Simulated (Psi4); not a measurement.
**SiH2 (SMILES [SiH2]) at B3LYP/aug-cc-pVTZ**

What is the vertical ionisation energy of SiH2 at B3LYP/aug-cc-pVTZ? 

The calculation is run with Psi4 1.11.

2 further runs of the same task are left out: 2 set aside as unsound or not needed.

### Step 1. The molecule

SiH2 has 3 atoms, charge 0, and is taken as a singlet. SMILES: `[SiH2]`. The shape is that of a PBE0-D4/def2-TZVP optimisation.

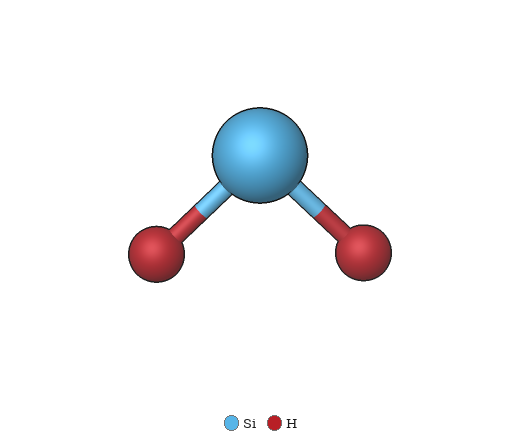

Viewed from a chosen angle; silicon blue, hydrogen red.

### Step 2. Energy and forces at B3LYP/aug-cc-pVTZ

File calc.py:

```python
import psi4

psi4.set_memory(1600000000)
psi4.set_num_threads(1)
psi4.core.set_output_file('h2si.out', False)

m = psi4.geometry("""
0 1
Si    -0.491200     0.468600    -0.213600
H      0.840300     0.578600     0.522500
H     -0.349100    -1.047200    -0.308900
symmetry c1
""")

options = {'reference': 'rks', 'puream': True, 'e_convergence': 1e-09, 'd_convergence': 1e-08, 'scf_type': 'pk', 'dft_radial_points': 99, 'dft_spherical_points': 590}
psi4.set_options(options)

energy_value = psi4.gradient('b3lyp/aug-cc-pVTZ', molecule=m)
print('gradient / Eh bohr^-1')
print(energy_value.np.round(6))
```

Command:

```sh
python calc.py
```

h2si.out, cut to the lines that bear on the results:

```text
[...]
  Running in c1 symmetry.
[...]
  Nuclear repulsion =    9.956246036569164
[...]
  Multiplicity = 1
[...]
  Nalpha       = 8
  Nbeta        = 8
[...]
    Number of basis functions: 96
[...]
   @RKS iter   1:  -290.60955589721692   -3.65150e-01   2.77075e-03 ADIIS/DIIS
[...]
   @RKS iter   8:  -290.64475783270410   -4.77485e-12   3.62378e-09 DIIS
[...]
    Orbital Energies [Eh]
    ---------------------
    Doubly Occupied:
       1A    -66.161036     2A     -5.300899     3A     -3.665391
       4A     -3.656576     5A     -3.653903     6A     -0.510534
       7A     -0.330746     8A     -0.247095
[...]
  @RKS Final Energy:  -290.64475783270410
   => Energetics <=
    Nuclear Repulsion Energy =              9.9562460365691638
    One-Electron Energy =                -421.7476918172530418
    Two-Electron Energy =                 138.5406369523217620
    DFT Exchange-Correlation Energy =     -17.3939490043419696
    Empirical Dispersion Energy =           0.0000000000000000
    VV10 Nonlocal Energy =                  0.0000000000000000
    Total Energy =                       -290.6447578327040446
[...]
 Multipole Moments:
 ------------------------------------------------------------------------------------
     Multipole            Electronic (a.u.)      Nuclear  (a.u.)        Total (a.u.)
 ------------------------------------------------------------------------------------
 L = 1.  Multiply by 2.5417464519 to convert [e a0] to [Debye]
 Dipole X            :         -1.3743816            1.3986185            0.0242368
 Dipole Y            :          1.2130585           -1.2344223           -0.0213638
 Dipole Z            :         -0.0000000            0.0000000           -0.0000000
 Magnitude           :                                                    0.0323084
[...]
  -Total Gradient:
     Atom            X                  Y                   Z
    ------   -----------------  -----------------  -----------------
       1       -0.000221890884     0.000203805293     0.000000000000
       2       -0.000170573302    -0.000416306531     0.000000000000
       3        0.000392313313     0.000212635214    -0.000000000000
[...]
```

On the terminal:

```text
gradient / Eh bohr^-1
[[-0.000222  0.000204  0.      ]
 [-0.000171 -0.000416  0.      ]
 [ 0.000392  0.000213 -0.      ]]
```

Run time: 14 s. Hardware: 1 thread of Intel Xeon 6975P-C (Granite Rapids), shared host; peak memory 1 GiB.

### Step 3. The doublet cation: a single-point energy at UB3LYP/aug-cc-pVTZ

File h2si.py:

```python
import psi4

psi4.set_memory(1600000000)
psi4.set_num_threads(1)
psi4.set_output_file('run.log', False)

m = psi4.geometry("""
1 2
Si
H 1 1.525397
H 1 1.525426 2 91.17418
units angstrom
symmetry c1
""")

options = {'basis': 'aug-cc-pVTZ', 'reference': 'uks', 'puream': True, 'e_convergence': 1e-09, 'd_convergence': 1e-08, 'scf_type': 'pk', 'dft_radial_points': 99, 'dft_spherical_points': 590, 'maxiter': 200}
psi4.set_options(options)

e_tot, wfn = psi4.energy('b3lyp', return_wfn=True)
psi4.oeprop(wfn, 'MULLIKEN_CHARGES', 'DIPOLE', 'LOWDIN_CHARGES', title='B3LYP')
print('E =', round(e_tot, 9))
```

Command:

```sh
python h2si.py
```

run.log, cut to the lines that bear on the results:

```text
[...]
  Running in c1 symmetry.
[...]
  Nuclear repulsion =    9.956245088352896
[...]
  Multiplicity = 2
[...]
  Nalpha       = 8
  Nbeta        = 7
[...]
    Number of basis functions: 96
[...]
   @UKS iter   1:  -290.27354987683367   -2.91439e-02   2.09105e-03 ADIIS/DIIS
[...]
   @UKS iter   9:  -290.29631247461492   -5.00791e-11   8.06220e-09 DIIS
[...]
   @S^2 Observed:                7.533954331E-01
[...]
  @UKS Final Energy:  -290.29631247461492
   => Energetics <=
    Nuclear Repulsion Energy =              9.9562450883528957
    One-Electron Energy =                -416.5506604467081502
    Two-Electron Energy =                 133.4721784834805760
    DFT Exchange-Correlation Energy =     -17.1740755997402026
    Empirical Dispersion Energy =           0.0000000000000000
    VV10 Nonlocal Energy =                  0.0000000000000000
    Total Energy =                       -290.2963124746149219
[...]
 Multipole Moments:
 ------------------------------------------------------------------------------------
     Multipole            Electronic (a.u.)      Nuclear  (a.u.)        Total (a.u.)
 ------------------------------------------------------------------------------------
 L = 1.  Multiply by 2.5417464519 to convert [e a0] to [Debye]
 Dipole X            :          1.3920605           -1.3325372            0.0595234
 Dipole Y            :          1.3637934           -1.3054798            0.0583137
 Dipole Z            :          0.0000000            0.0000000            0.0000000
 Magnitude           :                                                    0.0833278
[...]
  Mulliken Charges: (a.u.)
   Center  Symbol    Alpha    Beta     Spin     Total
       1    SI     6.82394  6.13592  0.68802  1.04015
       2     H     0.58803  0.43205  0.15598 -0.02007
       3     H     0.58803  0.43204  0.15600 -0.02007
   Total alpha =  8.00000, Total beta =  7.00000, Total charge =  1.00000
  Lowdin Charges: (a.u.)
   Center  Symbol    Alpha    Beta     Spin     Total
       1    SI     6.56670  5.85200  0.71471  1.58130
       2     H     0.71665  0.57401  0.14265 -0.29066
       3     H     0.71664  0.57399  0.14265 -0.29064
[...]
```

Standard output:

```text
E = -290.296312475
```

It took 11 s on 1 thread of Intel Xeon 6975P-C (Granite Rapids), shared host; peak memory 1 GiB.

### Step 4. Results

Level: B3LYP/aug-cc-pVTZ.

| quantity | value |
| --- | --- |
| singlet SiH2: total energy | -290.64476 Eh |
| singlet SiH2: dipole moment | 0.08 D |
| singlet SiH2: HOMO energy | -6.72 eV |
| singlet SiH2: LUMO energy | -3.34 eV |
| singlet SiH2: HOMO–LUMO gap | 3.38 eV |
| singlet SiH2: largest force on an atom | 0.023 eV/Å |
| doublet cation: total energy | -290.29631 Eh |
| doublet cation: HOMO energy (highest over α and β) | -15.60 eV |
| doublet cation: LUMO energy (lowest over α and β) | -12.24 eV |
| doublet cation: ⟨S²⟩ | 0.753 |
| vertical ionisation energy (to the doublet cation) | 9.482 eV |

In words: The vertical ionisation energy comes to 9.48 eV (915 kJ/mol). −ε(HOMO) before ionisation, 6.72 eV, is 2.76 eV below this ionisation energy. Mulliken charges (doublet cation) run from -0.02 on H2 to +1.04 on Si1; in a basis this large or diffuse they mean little.
